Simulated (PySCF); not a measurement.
```xyz
10

C     1.9616    0.4825   -0.3654
N     1.0718   -0.1202    0.2718
Ge   -0.6088   -0.6754   -0.2426
N    -1.8502    0.1632    0.7711
H     1.9053    0.7665   -1.4217
H     2.8862    0.7544    0.1426
H    -0.6579   -2.1223    0.1236
H    -0.9816   -0.4194   -1.6827
H    -1.9612    1.1558    0.6131
H    -1.7562    0.0194    1.7678
```

Geometry: GFN2-xTB.

Method: PySCF, PBE0/def2-SVPD, SCF density, gas phase.

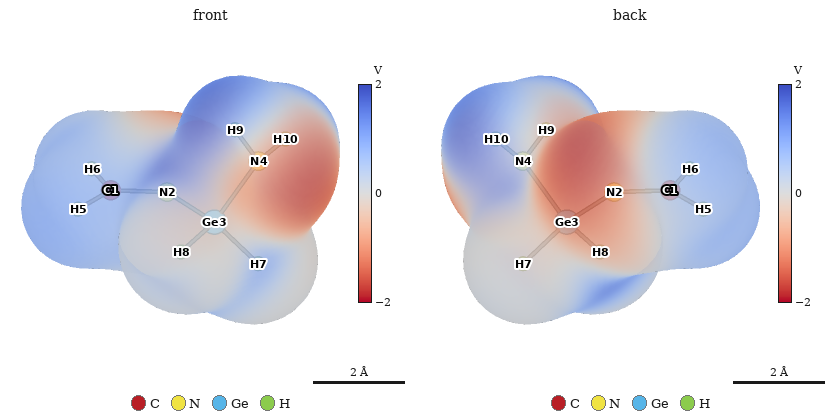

CH₆GeN₂ (SMILES C=[N][GeH2][NH2]). The molecular electrostatic potential painted on the density surface at 0.002 e/bohr³, seen from the front and from behind; red is negative and blue positive.

Describe the electrostatic potential map.

The most negative region (about −1.6 V) lies over N2 and N4, the most positive (about +1.5 V) over H9.
